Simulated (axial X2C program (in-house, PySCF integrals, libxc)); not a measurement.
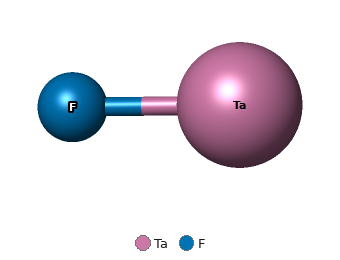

Figure 1. The molecule at the reference distance of 1.768 Å.

## Relativistic diatomic calculation, with input and output: TaF⁺

System: TaF⁺, single determinant with Ω = 1/2 (not the lowest found). The distance is the PBE0 minimum at charge 1.
Method: expectation values, HF and Kohn-Sham, two-component X2C with atomic mean-field Coulomb and Gaunt terms, Ta dyall-cv3z, F dyall-av3z (cores contracted) (axial X2C program (in-house, PySCF integrals, libxc)).

**The program's output**
```
two-component X2C + atomic mean field  PBE0
basis functions 239  fitting functions 1179  grid points 5075
iter        total energy     max residual
   1     -15703.126109845     1.47e-05
   2     -15703.126109857     1.02e-05
   3     -15703.126109861     1.15e-05
   4     -15703.126109865     7.19e-06
   5     -15703.126109868     6.15e-06
   6     -15703.126109871     5.12e-06
   7     -15703.126109873     4.12e-06
   8     -15703.126109877     1.91e-06
   9     -15703.126109878     2.54e-07
converged
one-electron -21907.75083962  Coulomb 6352.04932923  exact exchange -81.33406628  xc functional -249.38210682  nuclear repulsion 196.64560383  atomic mean-field constant -13.35403022
```

**Expectation values by level of theory**

```
                                             quantity   PBE0     HF  PBE50    LDA    PBE
effective field for an electron dipole moment (GV/cm)  −14.2  −24.4  −15.3  −13.8  −13.3
           field gradient at the first nucleus (a.u.)  −2.69  −3.89  −2.77  −1.05  −2.49
          field gradient at the second nucleus (a.u.)  0.480  0.390  0.474  0.416  0.475
                           A∥/gI, first nucleus (MHz)  14800  13900  14900  15800  14800
                          A∥/gI, second nucleus (MHz)    165    132    147    143    177
```

Each column comes from one determinant, in a basis with contracted cores. The levels disagree widely: the field gradient at the first nucleus runs from −3.89 to −1.05 a.u. They may not all have settled in the same state, and these values aren't reliable properties of the molecule.

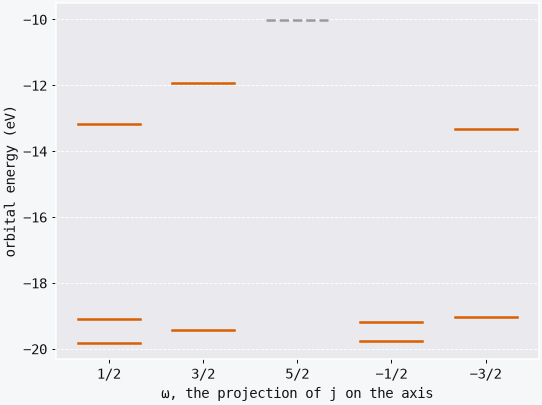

Figure 2. Orbital energies (PBE0) near the frontier at 1.77 Å, filled (solid) and empty (dashed). The highest filled spinor (3/2; 81 % Ta d, 8 % F p) lies at −11.94 eV, the lowest empty one (5/2; 99 % Ta d) at −10.00 eV.

**Input**
```
{"zs": [73, 9], "q": 1, "bas": ["dyall-cv3z", "dyall-av3z"], "r0": 2.1, "levels": ["PBE0", "HF", "PBE50", "LDA", "PBE"], "nst": 3}
```

The line is the task of a batch: nuclear charges, charge, bases, the levels to run, a first guess of the distance and further settings. This report covers the levels named above. The log is that of the reference distance, started from orbitals converged before.

The run was one of a batch that the task file lists, launched with:
```bash
python <driver script> task.json out
```

**Results in brief**

- outcome: converged; the levels of theory disagree widely
- hardware: 1 thread of AMD EPYC (Zen 3), 64 GiB of memory available, shared host
- wall time: 5.4 s
- peak memory: 0.47 GiB
